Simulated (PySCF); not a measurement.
# CH3GaSe (SMILES [CH2]1[GaH][Se]1) at MP2/cc-pVTZ

What is the vertical ionisation energy of CH3GaSe at MP2/cc-pVTZ? Input form: a Python script.

The calculation is run with PySCF 2.14.0.

## (1) Starting point

CH3GaSe: 6 atoms, total charge 0, spin state singlet. SMILES: `[CH2]1[GaH][Se]1`. The shape is that of a PBE0-D4/def2-TZVP optimisation.

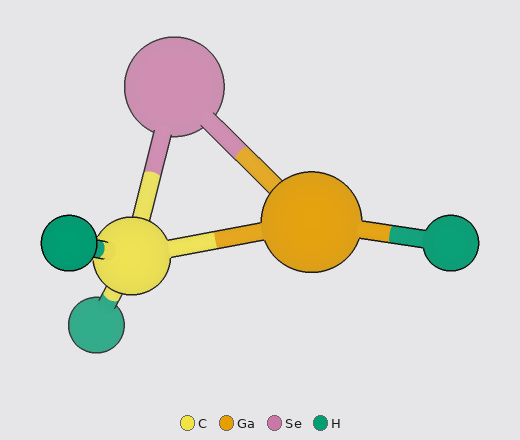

The structure, seen from a chosen angle (carbon yellow, gallium amber, selenium pink, hydrogen teal).

## (2) A single-point energy at MP2/cc-pVTZ

calc.py

```python
from pyscf import gto, scf, mp

system = gto.M(
    atom='''
C   -0.101600  -0.241000  -0.785100
Ga   0.115600   0.649600   0.915900
Se   0.106200  -1.624600   0.705500
H   -1.076400  -0.302200  -1.257300
H    0.718100  -0.287600  -1.494100
H    0.238100   1.805900   1.915100
''',
    verbose=3,
    max_memory=1860,
    basis='cc-pvtz',
)

mf = scf.RHF(system)
mf.conv_tol = 1e-10
mf.kernel()
if not mf.converged:
    mf = mf.newton().run(mf.mo_coeff, mf.mo_occ)

pt = mp.MP2(mf, frozen=19).run()
energy = pt.e_tot
print(f'total energy: {energy:.8f} hartree')
```

Run with:

```sh
OMP_NUM_THREADS=1 python calc.py
```

Log:

```text
converged SCF energy = -4362.78350636224
E(RMP2) = -4363.33084135685  E_corr = -0.547334994614027
E(SCS-RMP2) = -4363.31092634142  E_corr = -0.527419979178041
total energy: -4363.33084136 hartree
```

Wall time 23 s (1 thread of Intel Xeon Platinum 8259CL at 2.50GHz (Skylake/Cascade Lake), shared host); peak memory 0.95 GiB.

## (3) The doublet cation at the same level

calc.py

```python
from pyscf import gto, mp

mol = gto.M(
    atom='''
C     -0.191996    -0.455424    -1.483624
Ga     0.218452     1.227566     1.730800
Se     0.200689    -3.070049     1.333202
H     -2.034101    -0.571075    -2.375953
H      1.357012    -0.543485    -2.823440
H      0.449944     3.412656     3.619015
''',
    spin=1,
    charge=1,
    max_memory=1860,
    unit='bohr',
    verbose=3,
    basis='cc-pvtz',
)

calc0 = mol.UHF()
calc0.conv_tol = 1e-10
calc0.kernel()
if not calc0.converged:
    calc0 = calc0.newton().run(calc0.mo_coeff, calc0.mo_occ)

pt = mp.MP2(calc0, frozen=19).run()
energy = pt.e_tot
print('Final energy', energy)
```

Run with:

```sh
OMP_NUM_THREADS=1 python calc.py
```

Log:

```text
converged SCF energy = -4362.48884886648  <S^2> = 0.7941754  2S+1 = 2.043698
E(UMP2) = -4362.99922603374  E_corr = -0.510377167264637
E(SCS-UMP2) = -4362.98126506161  E_corr = -0.49241619512765
Final energy -4362.999226033745
```

Run time: 1.9 min. Hardware: 1 thread of Intel Xeon Platinum 8259CL at 2.50GHz (Skylake/Cascade Lake), shared host; peak memory 1.3 GiB.

## (4) Results

At MP2/cc-pVTZ, 19 core orbitals frozen:

```
                                                                  quantity           value
                                             singlet CH3GaSe: total energy  -4363.33084 Eh
                     singlet CH3GaSe: dipole moment (Hartree–Fock density)          3.11 D
                      singlet CH3GaSe: HOMO energy (Hartree–Fock orbitals)        -8.87 eV
                      singlet CH3GaSe: LUMO energy (Hartree–Fock orbitals)         1.16 eV
                    singlet CH3GaSe: HOMO–LUMO gap (Hartree–Fock orbitals)        10.03 eV
             singlet CH3GaSe: correlation energy (19 core orbitals frozen)      -547.3 mEh
                                              doublet cation: total energy  -4362.99923 Eh
doublet cation: HOMO energy (Hartree–Fock orbitals) (highest over α and β)       -15.19 eV
 doublet cation: LUMO energy (Hartree–Fock orbitals) (lowest over α and β)        -7.10 eV
              doublet cation: correlation energy (19 core orbitals frozen)      -510.4 mEh
                         doublet cation: ⟨S²⟩ of the reference determinant           0.794
                        vertical ionisation energy (to the doublet cation)        9.024 eV
```

What this shows: The vertical ionisation energy comes to 9.02 eV (871 kJ/mol).
